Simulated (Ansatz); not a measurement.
# InH3 (SMILES [H][In]([H])[H]): CCSD(T)/STO-3G

What is the vertical ionisation energy of InH3 at CCSD(T)/STO-3G? 

The results are computed with Ansatz 0.2.0.

27 further runs of the same task are left out: 1 that didn't finish, 26 set aside as unsound or not needed.

**1. The structure to begin with**

The species is InH3 (4 atoms), meant as a singlet with charge 0. As SMILES, `[H][In]([H])[H]`. The shape comes from GFN2-xTB, which is rough for such elements, and wasn't checked as a minimum.

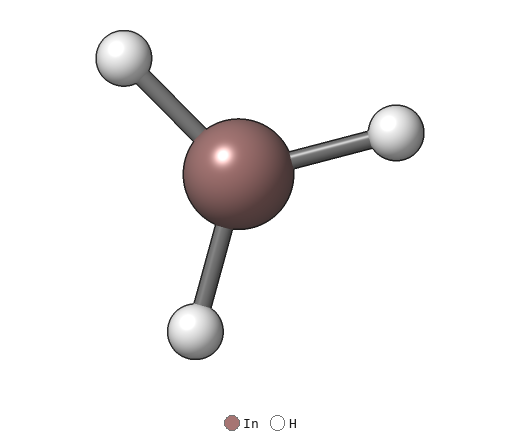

Viewed from a chosen angle; indium brown, hydrogen white.

**2. A single-point energy at CCSD(T)/STO-3G**

in.yaml reads:

```yaml
basis:
  gaussian:
    orbitals: STO-3G
crystal:
  periodic: [false, false, false]
  atoms:
    - symbol: In
      position_ang: [0.000640, -0.000740, -0.000540]
    - symbol: H
      position_ang: [1.718930, -0.027790, 0.013510]
    - symbol: H
      position_ang: [-0.834510, 1.501400, -0.017780]
    - symbol: H
      position_ang: [-0.885060, -1.472880, 0.004810]
correlation:
  method: ccsd_t
  frozen_orbitals: {H: 0, In: 18}
accuracy: high
scf:
  omitted_lower_state_checks: [cluster_reference, increment]
```

Command:

```console
$ ansatz run in.yaml --threads 1 --pin off --max-ram 2610MiB --events-out events.jsonl --progress --plain --runs-dir runs
```

Output:

```text
Warning: RAYON_NUM_THREADS=1 ignored (pool sized by the plan → 1); use --threads N
Functional definition: HF
  name "HF"
  exchange = exact_x
  correlation = 0
these checks for a lower state are left out or cut short: cluster_reference, increment
527 factors; integrals over basis functions are off by at most 4.0e-9 eV
mean field evaluation 1: about -154684.9961 eV, gradient 7.8e0 eV
mean field evaluation 2: about -154684.9830 eV, gradient 7.8e0 eV
mean field evaluation 4: about -154685.3860 eV, gradient 1.4e-1 eV
mean field evaluation 8: about -154685.3866 eV, gradient 8.7e-5 eV
mean field -154685.38664247 eV, -5684.5831095898 hartree, gradient 1.1e-8 eV, S^2 0.000000; 0 other end points of the search recorded, 0 dependent functions left out
18 core orbitals not correlated: weight in the atoms' cores, before any rotation towards them, 1.000 or more for the frozen orbitals, at most 0.000 for the correlated occupied ones
reference -154685.38664247 eV, -5684.5831095898 hartree; 8, 8 occupied and 4, 4 virtual orbitals, 527 factors
second order -0.92232562 eV of doubles, -0.00000000 eV of singles
cycle   1  -1.21902768 eV  change   -3.0e-1 eV  update   5.0e-2
cycle   2  -1.39475689 eV  change   -1.8e-1 eV  update   2.0e-2
cycle   3  -1.39429590 eV  change    4.6e-4 eV  update   1.7e-3
cycle   4  -1.39447656 eV  change   -1.8e-4 eV  update   5.8e-4
cycle   5  -1.39456837 eV  change   -9.2e-5 eV  update   1.5e-4
cycle   6  -1.39453213 eV  change    3.6e-5 eV  update   3.4e-5
cycle   7  -1.39454307 eV  change   -1.1e-5 eV  update   5.5e-6
cycle   8  -1.39453985 eV  change    3.2e-6 eV  update   1.2e-6
cycle   9  -1.39453981 eV  change    4.0e-8 eV  update   3.7e-7
cycle  10  -1.39453997 eV  change   -1.6e-7 eV  update   8.0e-8
cycle  11  -1.39453999 eV  change   -1.8e-8 eV  update   2.1e-8
cycle  12  -1.39453999 eV  change   3.0e-10 eV  update   8.4e-9
cycle  13  -1.39453966 eV  change    3.4e-7 eV  update   7.1e-8
cycle  14  -1.39453950 eV  change    1.5e-7 eV  update   2.4e-8
cycle  15  -1.39453949 eV  change    1.2e-8 eV  update   6.2e-9
cycle  16  -1.39453949 eV  change   -1.8e-9 eV  update   2.0e-9
cycle  17  -1.39453949 eV  change  -9.7e-10 eV  update  6.5e-10
perturbative correction -0.01245729 eV, -0.0004577971 hartree
Total energy: -154686.79363926 eV, -5684.6348157681 hartree
Checks for a lower state left out: cluster_reference, increment
```

Wall time 0.32 s (1 thread of AMD EPYC 9R45 (Zen 5), shared host).

**3. The doublet cation at the same level**

molecule.yaml reads:

```yaml
crystal:
  periodic: [false, false, false]
  atoms:
    - {symbol: In, position_ang: [0.000640, -0.000740, -0.000540]}
    - {symbol: H, position_ang: [1.718930, -0.027790, 0.013510]}
    - {symbol: H, position_ang: [-0.834510, 1.501400, -0.017780]}
    - {symbol: H, position_ang: [-0.885060, -1.472880, 0.004810]}
basis:
  gaussian: {orbitals: STO-3G}
total_charge: 1
magnetization: {spin_polarized: true, initial_magnetization: 1}
correlation: {method: ccsd_t, frozen_orbitals: {H: 0, In: 18}}
accuracy: high
scf: {omitted_lower_state_checks: [cluster_reference, increment]}
```

Command:

```console
$ ansatz run molecule.yaml --threads 1 --pin off --max-ram 2610MiB --events-out events.jsonl --progress --plain --runs-dir runs
```

Output:

```text
Warning: RAYON_NUM_THREADS=1 ignored (pool sized by the plan → 1); use --threads N
Functional definition: HF
  name "HF"
  exchange = exact_x
  correlation = 0
these checks for a lower state are left out or cut short: cluster_reference, increment
523 factors; integrals over basis functions are off by at most 4.0e-9 eV
mean field evaluation 1: about -154676.6361 eV, gradient 7.1e0 eV
mean field evaluation 2: about -154676.6326 eV, gradient 7.1e0 eV
mean field evaluation 4: about -154677.3886 eV, gradient 9.5e-1 eV
mean field evaluation 8: about -154677.4253 eV, gradient 4.0e-2 eV
mean field evaluation 16: about -154677.4254 eV, gradient 2.9e-1 eV
mean field evaluation 32: about -154677.4146 eV, gradient 5.3e-1 eV
mean field evaluation 64: about -154677.4164 eV, gradient 9.3e-2 eV
mean field -154677.43042151 eV, -5684.2907238626 hartree, gradient 3.0e-8 eV, S^2 0.837339; 4 other end points of the search recorded, 0 dependent functions left out
18 core orbitals not correlated: weight in the atoms' cores, before any rotation towards them, 1.000 or more for the frozen orbitals, at most 0.000 for the correlated occupied ones
reference -154677.43042151 eV, -5684.2907238626 hartree; 8, 7 occupied and 4, 5 virtual orbitals, 523 factors
second order -0.80835987 eV of doubles, -0.00000000 eV of singles
cycle   1  -1.11743359 eV  change   -3.1e-1 eV  update   6.3e-2
cycle   2  -1.39644880 eV  change   -2.8e-1 eV  update   3.7e-2
cycle   3  -1.43325184 eV  change   -3.7e-2 eV  update   1.3e-2
cycle   4  -1.44395776 eV  change   -1.1e-2 eV  update   3.7e-3
cycle   5  -1.44417670 eV  change   -2.2e-4 eV  update   1.5e-3
cycle   6  -1.44400328 eV  change    1.7e-4 eV  update   5.3e-4
cycle   7  -1.44439851 eV  change   -4.0e-4 eV  update   2.6e-4
cycle   8  -1.44414031 eV  change    2.6e-4 eV  update   1.9e-4
cycle   9  -1.44424128 eV  change   -1.0e-4 eV  update   1.8e-4
cycle  10  -1.44421541 eV  change    2.6e-5 eV  update   1.7e-4
cycle  11  -1.44421537 eV  change    3.4e-8 eV  update   1.7e-4
cycle  12  -1.44422351 eV  change   -8.1e-6 eV  update   1.6e-4
cycle  13  -1.44432711 eV  change   -1.0e-4 eV  update   1.5e-4
cycle  14  -1.44430463 eV  change    2.2e-5 eV  update   5.3e-5
cycle  15  -1.44428402 eV  change    2.1e-5 eV  update   2.2e-5
cycle  16  -1.44428869 eV  change   -4.7e-6 eV  update   8.4e-6
cycle  17  -1.44428926 eV  change   -5.6e-7 eV  update   3.8e-6
cycle  18  -1.44428848 eV  change    7.8e-7 eV  update   1.4e-6
cycle  19  -1.44428825 eV  change    2.3e-7 eV  update   4.9e-7
cycle  20  -1.44428871 eV  change   -4.6e-7 eV  update   1.7e-7
cycle  21  -1.44428882 eV  change   -1.1e-7 eV  update   4.7e-8
cycle  22  -1.44428882 eV  change    7.4e-9 eV  update   1.6e-8
cycle  23  -1.44428881 eV  change    6.1e-9 eV  update   6.3e-9
cycle  24  -1.44428881 eV  change   -2.0e-9 eV  update   2.5e-9
cycle  25  -1.44428881 eV  change   -1.2e-9 eV  update   1.6e-9
cycle  26  -1.44428881 eV  change  -5.7e-10 eV  update   1.4e-9
perturbative correction -0.02187933 eV, -0.0008040504 hartree
Total energy: -154678.89658965 eV, -5684.3446045479 hartree
Checks for a lower state left out: cluster_reference, increment
```

Run time: 0.64 s. Hardware: 1 thread of AMD EPYC 9R45 (Zen 5), shared host.

**4. What came out**

At CCSD(T)/STO-3G, 18 core orbitals frozen:

| quantity | value |
| --- | --- |
| singlet InH3: total energy | -5684.63482 Eh |
| singlet InH3: correlation energy (18 core orbitals frozen) | -51.7 mEh |
| singlet InH3: (T) correction | -0.46 mEh |
| singlet InH3: T1 diagnostic | 0.005 |
| doublet cation: total energy | -5684.34460 Eh |
| doublet cation: correlation energy (18 core orbitals frozen) | -53.9 mEh |
| doublet cation: (T) correction | -0.80 mEh |
| doublet cation: ⟨S²⟩ of the reference determinant | 0.837 |
| doublet cation: T1 diagnostic | 0.019 |
| vertical ionisation energy (to the doublet cation) | 7.897 eV |

In words: The vertical ionisation energy comes to 7.90 eV (762 kJ/mol). In a minimal basis such a difference can be off by several eV, whatever the method. The triples (singlet InH3) make up 0.9 % of the correlation energy. Relativity is left out (singlet InH3) although the molecule holds a heavy atom. The triples (doublet cation) make up 1.5 % of the correlation energy. Relativity is left out (doublet cation) although the molecule holds a heavy atom.
